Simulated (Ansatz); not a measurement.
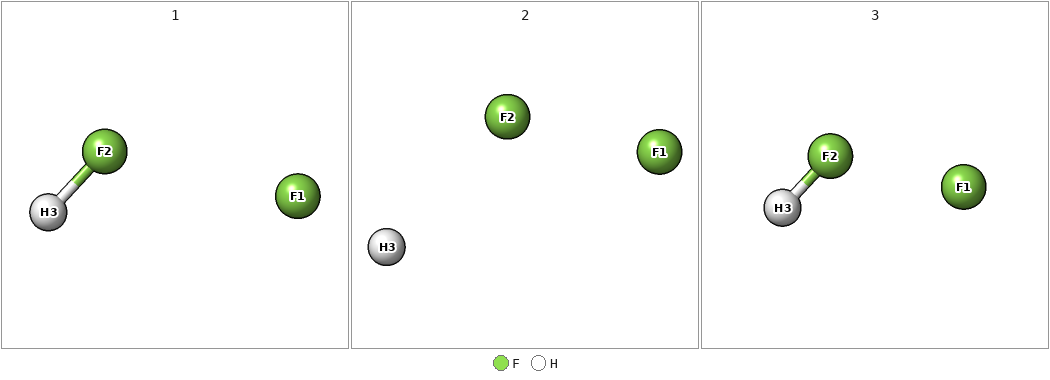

The system F + FH, spin multiplicity 2. First axis: distance F1–F2. Second axis: distance F2–H3. Nothing is relaxed (the angle F1–F2–H3 is fixed at 120 degrees). The scan uses a 17 × 17 grid. Energies are in kcal/mol, from the lowest grid point. In part of the range the unrestricted reference is strongly spin-contaminated. These are results of Ansatz, UKS PBE-D4/aug-cc-pVTZ, not measurements.

The numbered pictures are structures from this grid.

Which is the most stable, and how do the others follow?

1, at distance F1–F2 = 2.181 Å, distance F2–H3 = 0.910 Å: 0 kcal/mol; 3, at distance F1–F2 = 1.506 Å, distance F2–H3 = 0.772 Å: 68 kcal/mol; 2, at distance F1–F2 = 1.717 Å, distance F2–H3 = 1.949 Å: 98 kcal/mol.

The map, with the structures marked:

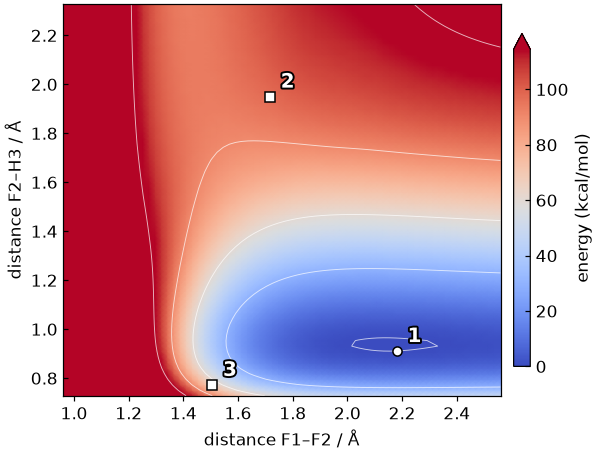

Drawn: a smooth colour map with a few white contour lines, one colour for all values above the top of the scale. Between grid points the surface is interpolated.
